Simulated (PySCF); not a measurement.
| atom | x (Å) | y (Å) | z (Å) |
| --- | --- | --- | --- |
| O | -2.9265 | -0.9962 | 0.3751 |
| C | -1.8098 | -1.2393 | 0.0826 |
| F | -1.4590 | -2.5202 | -0.2246 |
| C | -0.6467 | -0.3350 | 0.0051 |
| C | 0.6094 | -0.7537 | -0.1651 |
| Si | 2.2033 | 0.2895 | -0.2079 |
| C | -1.0173 | 1.1127 | 0.2101 |
| F | -1.3186 | 1.3746 | 1.4900 |
| F | -2.0660 | 1.4845 | -0.5281 |
| F | -0.0186 | 1.9510 | -0.1166 |
| H | 0.7329 | -1.8230 | -0.2821 |
| H | 2.1799 | 1.0671 | -1.4411 |
| H | 2.2628 | 1.0966 | 1.0044 |
| H | 3.2733 | -0.7091 | -0.2239 |

Geometry: GFN2-xTB.

Method: PBE0/pcSseg-1, SCF density, gas phase, non-relativistic in PySCF.

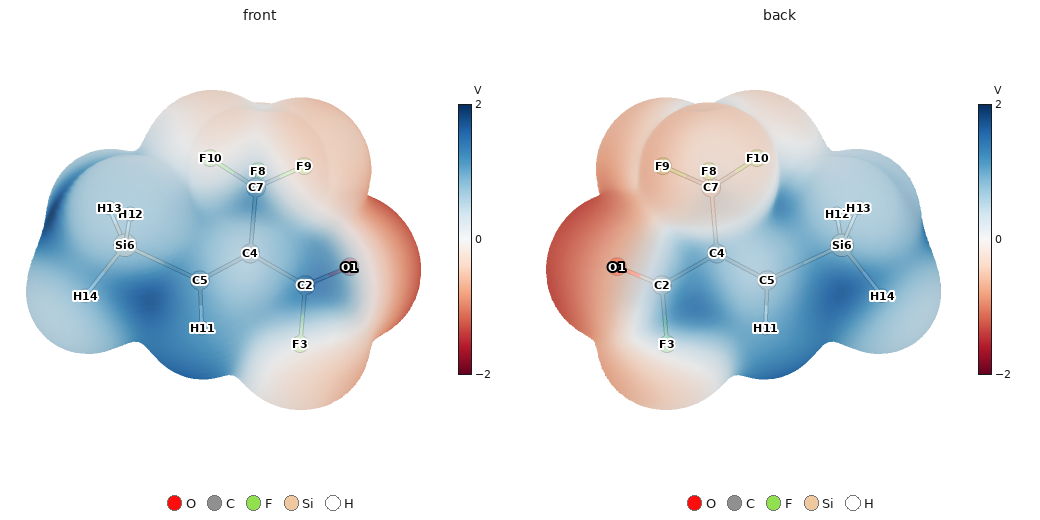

C$_{4}$H$_{4}$F$_{4}$OSi (SMILES O=C(F)/C(=C/[SiH3])C(F)(F)F). The molecular electrostatic potential painted on the density surface at 0.002 e/bohr³, seen from the front and from behind; the colour scale runs from red (negative) to blue (positive).

### Which sites attract a positive test charge, and which a negative one?

A positive charge is drawn to the negative regions and a negative charge to the positive ones. The most negative region (about −1.3 V) lies over O1, the most positive (about +1.8 V) over Si6. O1 is the likeliest acceptor of a hydrogen bond.
